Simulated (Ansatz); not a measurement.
# BPH4 (SMILES BP) at 6 levels

Aim: a comparison of 6 runs (HF/STO-3G, UHF/STO-3G, HSE06/STO-3G, r2SCAN/STO-3G, r2SCAN0/STO-3G, RPA@PBE/STO-3G) of BPH4. 

The calculation is run with Ansatz 0.2.0.

53 further runs of the same task are left out: 53 set aside as unsound or not needed.

## 1. The molecule

BPH4 has 6 atoms, charge 0, and is taken as a singlet. As SMILES, `BP`. The H5–P2 distance was set to 2.067 Å, away from the relaxed value. At this shape a bond of the SMILES string is far longer than usual.

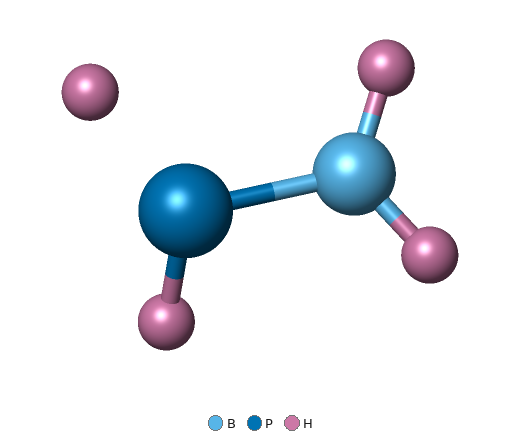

The structure, seen from a chosen angle (boron blue, phosphorus blue, hydrogen pink).

## 2. A single-point energy at HF/STO-3G (run 1)

input.yaml reads:

```yaml
crystal:
  periodic: [false, false, false]
  atoms:
    - {symbol: B, position_ang: [-0.107526, -1.063103, 0.770563]}
    - {symbol: P, position_ang: [0.268554, 0.733627, 0.911313]}
    - {symbol: H, position_ang: [-0.887646, -1.546333, 1.494613]}
    - {symbol: H, position_ang: [0.549044, -1.736013, 0.075753]}
    - {symbol: H, position_ang: [0.599110, 1.319050, -1.043720]}
    - {symbol: H, position_ang: [-0.972456, 1.317057, 1.049893]}
basis:
  gaussian:
    orbitals: STO-3G
total_charge: 0
hamiltonian:
  xc: hf
accuracy: high
```

Command:

```sh
$ ansatz run input.yaml --threads 1 --pin off --max-ram 2610MiB --events-out events.jsonl --progress --plain --runs-dir runs
```

Output:

```text
Warning: RAYON_NUM_THREADS=1 ignored (pool sized by the plan → 1); use --threads N
Functional definition: HF
  name "HF"
  exchange = exact_x
  correlation = 0
313 factors; integrals over basis functions are off by at most 2.1e-8 eV
mean field evaluation 1: about -9889.3188 eV, gradient 1.2e1 eV
mean field evaluation 2: about -9889.3312 eV, gradient 1.2e1 eV
mean field evaluation 4: about -9890.0498 eV, gradient 7.2e-1 eV
mean field evaluation 8: about -9890.0537 eV, gradient 1.1e-2 eV
mean field -9890.05365600 eV, -363.4527681388 hartree, gradient 4.7e-8 eV, S^2 0.000000; 0 other end points of the search recorded, 0 dependent functions left out
reference -9890.05365600 eV, -363.4527681388 hartree; 12, 12 occupied and 6, 6 virtual orbitals, 313 factors
Total energy: -9890.05365600 eV, -363.4527681388 hartree
```

Run time: 0.1 s. Hardware: 1 thread of AMD EPYC 7R13 (Zen 3), shared host.

## 3. The energy at UHF/STO-3G (run 2)

molecule.yaml reads:

```yaml
crystal:
  periodic: [false, false, false]
  atoms:
    - {symbol: B, position_ang: [-0.107526, -1.063103, 0.770563]}
    - {symbol: P, position_ang: [0.268554, 0.733627, 0.911313]}
    - {symbol: H, position_ang: [-0.887646, -1.546333, 1.494613]}
    - {symbol: H, position_ang: [0.549044, -1.736013, 0.075753]}
    - {symbol: H, position_ang: [0.599110, 1.319050, -1.043720]}
    - {symbol: H, position_ang: [-0.972456, 1.317057, 1.049893]}
basis:
  gaussian:
    orbitals: STO-3G
total_charge: 0
magnetization:
  spin_polarized: true
hamiltonian:
  xc: hf
accuracy: high
```

Command:

```sh
$ ansatz run molecule.yaml --threads 1 --pin off --max-ram 2610MiB --events-out events.jsonl --progress --plain --runs-dir runs
```

Output:

```text
Warning: RAYON_NUM_THREADS=1 ignored (pool sized by the plan → 1); use --threads N
Functional definition: HF
  name "HF"
  exchange = exact_x
  correlation = 0
313 factors; integrals over basis functions are off by at most 2.1e-8 eV
mean field evaluation 1: about -9889.3188 eV, gradient 8.4e0 eV
mean field evaluation 2: about -9889.3312 eV, gradient 8.3e0 eV
mean field evaluation 4: about -9890.0498 eV, gradient 5.1e-1 eV
mean field evaluation 8: about -9890.0537 eV, gradient 7.2e-7 eV
mean field evaluation 16: about -9890.6191 eV, gradient 3.7e-2 eV
mean field evaluation 32: about -9890.6072 eV, gradient 2.7e-4 eV
mean field -9890.60724329 eV, -363.4731120967 hartree, gradient 5.8e-8 eV, S^2 0.568654; 2 other end points of the search recorded, 0 dependent functions left out
reference -9890.60724329 eV, -363.4731120967 hartree; 12, 12 occupied and 6, 6 virtual orbitals, 313 factors
Total energy: -9890.60724329 eV, -363.4731120967 hartree
```

It took 0.16 s on 1 thread of AMD EPYC 7R13 (Zen 3), shared host.

Runs 3 to 5 aren't shown in full; the table further down has their settings and results.

## 4. The energy at RPA@PBE/STO-3G (run 6)

Edit molecule.yaml of step 3 so:

```diff
@@ -10,9 +10,5 @@
 basis:
-  gaussian:
-    orbitals: STO-3G
-total_charge: 0
-magnetization:
-  spin_polarized: true
-hamiltonian:
-  xc: hf
+  gaussian: {orbitals: STO-3G}
+hamiltonian: {xc: {name: PBE}}
+correlation: {method: rpa, frozen_orbitals: {B: 1, H: 0, P: 5}}
 accuracy: high
```

Command:

```sh
$ ansatz run molecule.yaml --threads 1 --pin off --max-ram 2610MiB --events-out events.jsonl --progress --plain --runs-dir runs
```

Output:

```text
Warning: RAYON_NUM_THREADS=1 ignored (pool sized by the plan → 1); use --threads N
Functional definition: PBE
  name "PBE"
  parameter kappa = 0.804
  parameter beta = 0.06672455060314922
  exchange = pbe_x(kappa = kappa, mu = beta*pi^2/3)
  correlation = pbe_c(beta = beta)
313 factors; integrals over basis functions are off by at most 2.1e-8 eV
mean field evaluation 1: about -9906.0305 eV, gradient 1.7e1 eV
mean field evaluation 2: about -9905.9482 eV, gradient 1.7e1 eV
mean field evaluation 4: about -9906.9708 eV, gradient 5.3e0 eV
mean field evaluation 8: about -9907.1292 eV, gradient 4.3e-2 eV
mean field evaluation 16: about -9907.1290 eV, gradient 8.5e-8 eV
mean field -9907.12897839 eV, -364.0802746627 hartree, gradient 1.1e-8 eV, S^2 0.000000; 0 other end points of the search recorded, 0 dependent functions left out
6 core orbitals not correlated: weight in the atoms' cores, before any rotation towards them, 1.000 or more for the frozen orbitals, at most 0.000 for the correlated occupied ones
reference -9889.59662453 eV, -363.4359725422 hartree; 6, 6 occupied and 6, 6 virtual orbitals, 313 factors
Total energy: -9895.54477365 eV, -363.6545629905 hartree
```

Wall time 0.97 s (1 thread of AMD EPYC 7R13 (Zen 3), shared host); peak memory 0.12 GiB.

## 5. Overview of the runs

```
run           level  frozen core orbitals  energy (Eh)  wall time
  1       HF/STO-3G                     –  -363.452768      0.1 s
  2      UHF/STO-3G                     –  -363.473112     0.16 s
  3    HSE06/STO-3G                     –  -364.120567     0.81 s
  4   r2SCAN/STO-3G                     –  -364.258901      1.4 s
  5  r2SCAN0/STO-3G                     –  -364.254457      1.4 s
  6  RPA@PBE/STO-3G                     6  -363.654563     0.97 s
```

## 6. Results

| quantity | value |
| --- | --- |
| run 6: total energy | -363.65456 Eh |
| run 6: RPA correlation energy (valence) | -218.6 mEh |

In words: Totals of different functionals can't be ranked against each other. In runs 1, 2, 3, 4, 5, 6 the basis is minimal, so the values are rough. Spin contamination of the reference: run 2 ⟨S²⟩ = 0.57. All runs together took 4.8 s, the longest 1.4 s.
